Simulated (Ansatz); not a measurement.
## CuAu: pressure series

Take CuAu (space group P4/mmm, No. 123) as the base.

```yaml
crystal:
  lattice:
    - [2.88152, 0.00000, 0.00000]
    - [0.00000, 2.88152, 0.00000]
    - [0.00000, 0.00000, 3.61476]
  atoms:
    - { symbol: Cu, position: [0.00000, 0.00000, 0.00000] }
    - { symbol: Au, position: [0.50000, 0.50000, 0.50000] }
```

Cell and atoms are relaxed at each pressure.

Level of theory: Ansatz (an electronic-structure program) PBE, no spin-orbit coupling.

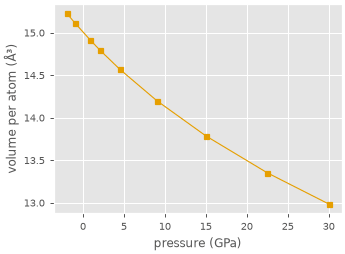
Figure. Volume against pressure

Problem. Estimate the zero-pressure bulk modulus from the plot.

Solution. About 140 GPa; a third-order Birch–Murnaghan fit to the points gives V₀ = 15.01 Å³/atom, B₀ = 141 GPa and B₀′ = 5.3.

Load acts through the strain it causes; cell and atoms are relaxed under it. Stability against distortions was not tested. No other phases were tried under pressure. All final runs are without spin polarisation.
